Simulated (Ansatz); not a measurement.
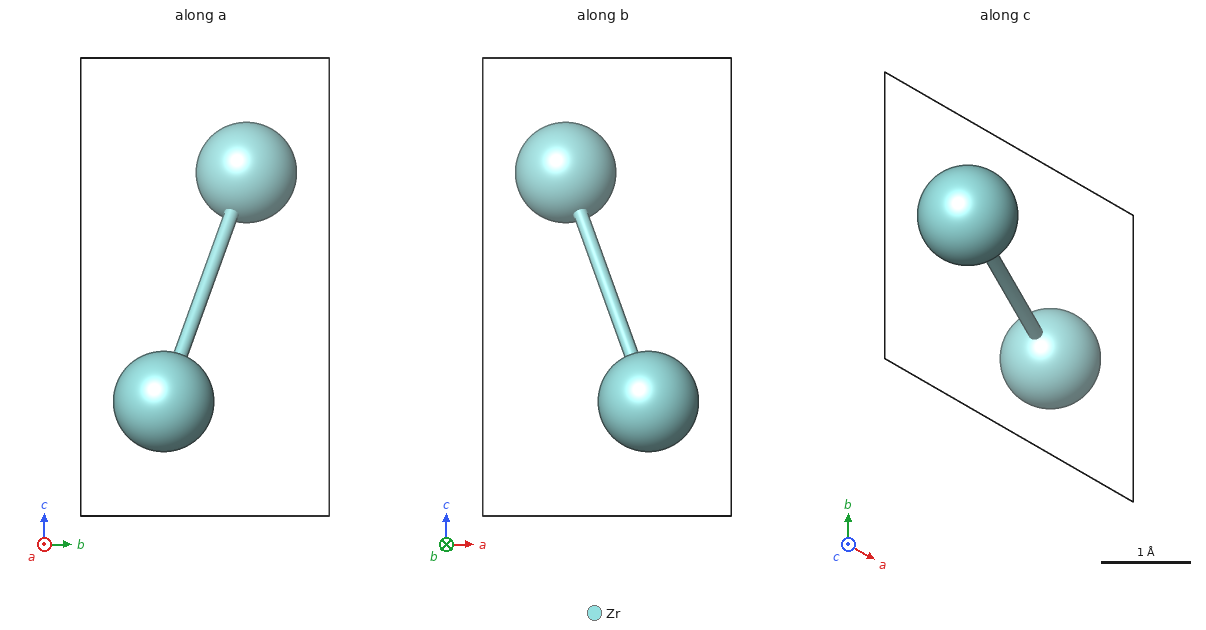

The crystal in a ball-and-stick representation, seen along the a axis, along the b axis and along the c axis. Atoms at the boundary of the conventional unit cell (the box) are drawn once for each face, edge or corner they touch.

Lattice parameters: a = 3.233 Å, b = 3.233 Å, c = 5.166 Å, α = 90.00°, β = 90.00°, γ = 120.00°. Put a along x and b in the xy plane.

Convert the drawing into a POSCAR file.

Answer.
```
Zr
1.0
     3.233    0.000    0.000
    -1.616    2.800    0.000
     0.000    0.000    5.166
Zr
2
Direct
  0.3333 0.6667 0.7500
  0.6667 0.3333 0.2500
```

It derives from the standard structure of this element. Earlier steps of the study may have refined or changed the cell and positions. A calculation with Ansatz used it as input.
